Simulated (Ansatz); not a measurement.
**BClH2S2: rigid scan of one bond length**

How does the energy of BClH2S2 change as one bond is stretched? Aim: a rigid scan of one bond length, for BClH2S2, run from a script. SMILES: SB(S)Cl.

Program: the Python package of Ansatz 0.2.0. Level of theory: B3LYP+D4/6-31G*. These are calculated values, not measurements.

**1. The structure**

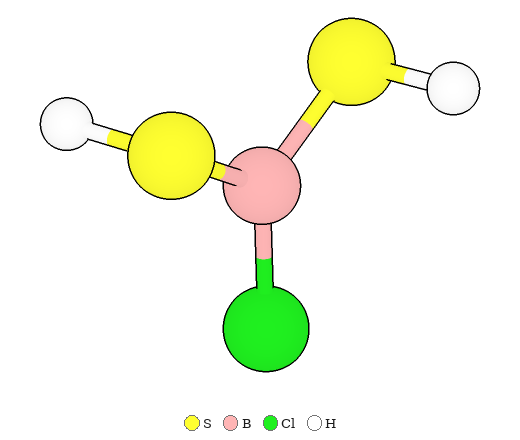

The starting structure, viewed from a chosen angle; sulfur yellow, boron pink, chlorine green, hydrogen white.

The script holds or builds the structure itself.

**2. Script**

scan_bclh2s2.py

```python
"""Stretching a bond of BClH2S2, the rest held rigid."""

import warnings

import ansatz as az
import numpy as np

BASIS_SET = "6-31G*"
FUNCTIONAL = "b3lyp"
VDW = "d4"

GEOMETRY = """
S    -0.69710    1.43840   -0.50670
B    -0.23770   -0.24470    0.02910
S     1.54160   -0.61560    0.37330
Cl   -1.42990   -1.55300    0.21370
H    -0.56790    1.15000   -1.89380
H     1.43320   -0.23920    1.73830
"""


def main() -> None:
    warnings.simplefilter("ignore", az.DeckWarning)

    geometry = az.Crystal.molecule()
    for line in GEOMETRY.strip().splitlines():
        symbol, *xyz = line.split()
        geometry = geometry.atom(symbol, [float(v) for v in xyz])

    symbols = [site.symbol for site in geometry.cartesian_sites]
    start = np.array([site.position_ang for site in geometry.cartesian_sites])
    axis = (start[5] - start[2]) / np.linalg.norm(start[5] - start[2])
    moving = [5]
    lengths, energies = [1.21, 1.31, 1.42, 1.56, 1.78, 2.13, 2.56, 3.12], []
    for length in lengths:
        xyz = start.copy()
        xyz[moving] += (length - np.linalg.norm(start[5] - start[2])) * axis
        point = az.Crystal.molecule()
        for symbol, xyz in zip(symbols, xyz):
            point = point.atom(symbol, xyz.tolist())
        setup = (
            point.calculation()
            .basis(gaussian=BASIS_SET)
            .functional(FUNCTIONAL, dispersion=VDW)
        )
        report = setup.run().report
        energies.append(report["free_energy_ev"])
        print(f"r = {length:6.3f} A  E = {energies[-1]:.5f} eV  <S^2> = {abs(report['mean_field']['state']['spin_squared']):.3f}")

    print("energy above the lowest point (eV):", [round(e - min(energies), 3) for e in energies])


if __name__ == "__main__":
    main()
```

**3. What the engine is handed**

The engine receives this input (first run):

```yaml
crystal:
  periodic: [false, false, false]
  atoms:
    - { symbol: S, position_ang: [-0.6971, 1.4384, -0.5067] }
    - { symbol: B, position_ang: [-0.2377, -0.2447, 0.0291] }
    - { symbol: S, position_ang: [1.5416, -0.6156, 0.3733] }
    - { symbol: Cl, position_ang: [-1.4299, -1.553, 0.2137] }
    - { symbol: H, position_ang: [-0.5679, 1.15, -1.8938] }
    - { symbol: H, position_ang: [1.4492367692007704, -0.29488487017684467, 1.5363609782375318] }
basis:
  gaussian:
    orbitals: "6-31G*"
hamiltonian:
  xc: b3lyp
  dispersion: d4
```

**4. Running it**

The run is started by

```console
$ python scan_bclh2s2.py
```

Q: Predict the main results. Wanted: range of energy; lowest point, distance.

**Answer**, as computed:

```
                  quantity     value
             runs compared         8
           range of energy  4.533 eV
lowest point, distance (Å)      1.31
```

What this shows: The lowest point, at 1.31, lies inside the range. The ends stand 0.315 and 4.53 eV above it. The distance scanned is the script's pair 2, 5. Reading the output:
- The rest of the molecule is held rigid at a force-field or estimated start geometry, and the basis set is modest; single-reference methods fail as a bond breaks.
- b3lyp holds the VWN-RPA fit, as in Gaussian; the form of ORCA and Turbomole is b3lyp5.
- The orbitals are restricted, so S² is zero by construction.
- Toward dissociation an unrestricted state lies under the restricted one, by 1 to 2 eV or more.
